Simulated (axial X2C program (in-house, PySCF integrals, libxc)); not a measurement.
## RhF⁺: relativistic diatomic calculation

RhF⁺, single determinant with Ω = 3/2. Computed at this level: B97-3, two-component X2C with atomic mean-field Coulomb and Gaunt terms, Rh dyall-cv3z, F dyall-av3z (cores contracted) (axial X2C program (in-house, PySCF integrals, libxc)).

### Summary

- outcome: converged
- bond length rₑ: 1.798 Å
- ωₑ: 717.0 cm⁻¹
- energy at the minimum: −4881.03441 hartree
- depth below the fragments: 2.17 eV
- hardware: 1 thread of AMD EPYC (Zen 3), 24 GiB of memory available, shared host
- wall time: 15 s
- peak memory: 0.94 GiB

### Remarks

Limits: 7 of the 10 points asked for were kept.

### Input
```
{"zs": [45, 9], "q": 1, "bas": ["dyall-cv3z", "dyall-av3z"], "levels": ["PBE0", "HF", "B97-3"], "cc": true, "r0": 1.89, "thr": -2.0, "nmax": 90, "npts": 10, "nst": 2, "ntry": 6}
```

The line is the task of a batch: nuclear charges, charge, bases, the levels to run, a first guess of the distance and further settings. This report covers B97-3 with spin-orbit coupling. The log is that of the reference distance 1.794 Å.

Launched within a batch (the task file carries these settings):
```bash
python <driver script> task.json out
```

### Log
```
two-component X2C + atomic mean field  B97-3
basis functions 204  fitting functions 945  grid points 5075
iter        total energy     max residual
   1      -4881.033771747     4.11e-02
   2      -4881.034229573     3.22e-03
   3      -4881.034304805     6.04e-03
   4      -4881.034334187     2.07e-03
   5      -4881.034363704     2.30e-03
   6      -4881.034388017     2.21e-03
   7      -4881.034395771     3.00e-04
   8      -4881.034397220     1.61e-04
   9      -4881.034397644     6.78e-05
  10      -4881.034397743     5.89e-05
  11      -4881.034397762     1.29e-05
  12      -4881.034397768     1.27e-05
converged
one-electron -6950.39226491  Coulomb 2102.13207085  exact exchange -39.66025405  xc functional -110.14655533  nuclear repulsion 119.46308273  atomic mean-field constant -2.43047706
```

### The points of the curve

| R (Å) | E (hartree) | dipole (D; origin at the first atom, positive when the second is positive) | highest filled (eV) | lowest empty (eV) |
| --- | --- | --- | --- | --- |
| 1.633 | −4881.013818 | −1.76 | −15.33 | −11.23 |
| 1.686 | −4881.025914 | −1.98 | −15.50 | −11.40 |
| 1.740 | −4881.032343 | −2.16 | −15.57 | −11.57 |
| 1.794 | −4881.034398 | −2.34 | −15.65 | −11.73 |
| 1.857 | −4881.032681 | −2.52 | −15.74 | −11.90 |
| 1.920 | −4881.027766 | −2.68 | −15.83 | −12.05 |
| 2.000 | −4881.018379 | −2.86 | −15.92 | −12.22 |

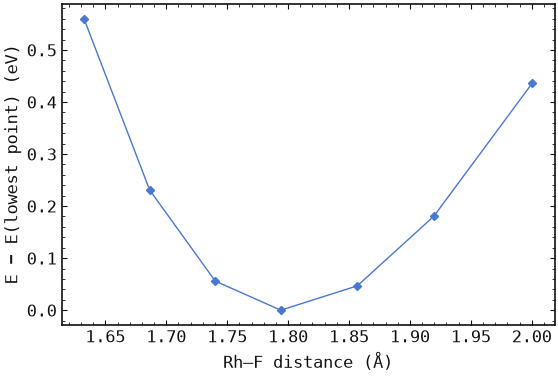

**Figure 1.** Energy at 7 bond lengths, for one set of occupations held fixed; the line joins the points. A polynomial of degree 5 through 7 points gives rₑ = 1.798 Å, ωₑ = 717.0 cm⁻¹, ωₑxₑ = 3.5 cm⁻¹ and Bₑ = 0.3251 cm⁻¹. The minimum lies 2.17 eV below Rh⁺ + F, each computed as one determinant at the same level.

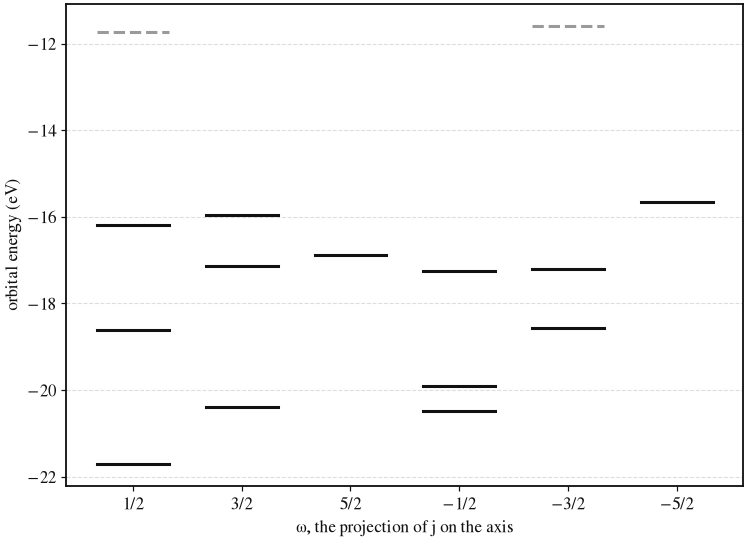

**Figure 2.** Orbital energies near the frontier at 1.79 Å, filled (solid) and empty (dashed). The highest filled spinor (−5/2; 100 % Rh d) lies at −15.65 eV, the lowest empty one (1/2; 79 % Rh d, 14 % F p) at −11.73 eV.
